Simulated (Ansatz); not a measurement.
# AsI: the cost of one run

Method: DFT PBE, scalar-relativistic, plane waves, PAW, in Ansatz 0.2.0.

### Step 1. The structure to begin with

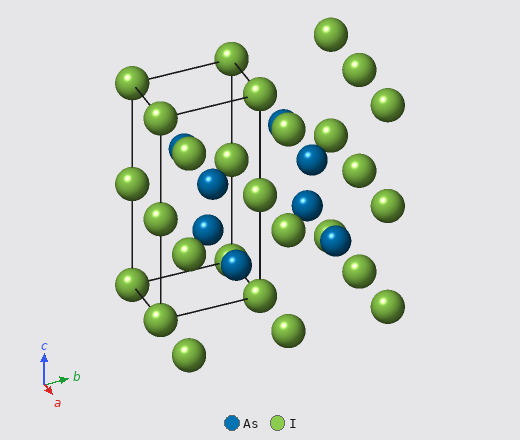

The starting structure, seen slightly off an axis (arsenic blue, iodine green). 2×2×1 cells are drawn. Atoms on the faces are drawn again on the opposite ones.

Coordinates:

```
As I
1.0
     4.55693    0.00000    0.00000
    -2.27846    3.94642    0.00000
     0.00000    0.00000    7.10954
As I
2 2
Direct
  0.33333 0.66667 0.25000
  0.66667 0.33333 0.75000
  0.00000 0.00000 0.00000
  0.00000 0.00000 0.50000
```

Recipe of the guess: species swapped into a database cell of CrTe (P6_3/mmc, No. 194), with I on the Cr sites and As on the Te sites. The dimensions are guesses.

### Step 2. The guess as it stands, on a coarse mesh

input.yaml reads:

```yaml
crystal:
  lattice:
    - [4.55692759, 0.0, 0.0]
    - [-2.27846379, 3.94641506, 0.0]
    - [0.0, 0.0, 7.10953968]
  atoms:
    - { symbol: As, position: [0.33333333, 0.66666667, 0.25] }
    - { symbol: As, position: [0.66666667, 0.33333333, 0.75] }
    - { symbol: I, position: [0.0, 0.0, 0.0] }
    - { symbol: I, position: [0.0, 0.0, 0.5] }
basis:
  ecutwfc: 420
kpoints:
  mp_grid: { grid: [6, 6, 4] }
hamiltonian:
  xc: pbe
scf:
  occupations: { method: gaussian, width: 0.1 }
  lower_state_search: "off"
output:
  forces: true
  stress: true
  eigenvalues: true
```

Command:

```sh
> ansatz run input.yaml --threads 1 --pin off --max-ram 2048MiB --backend cpu --events-out ev --progress --plain --runs-dir out
```

Q: Estimate wall time and peak memory on 1 thread of Arm Neoverse V2, shared host.

About 5.2 s, with a peak of 0.4 GiB.
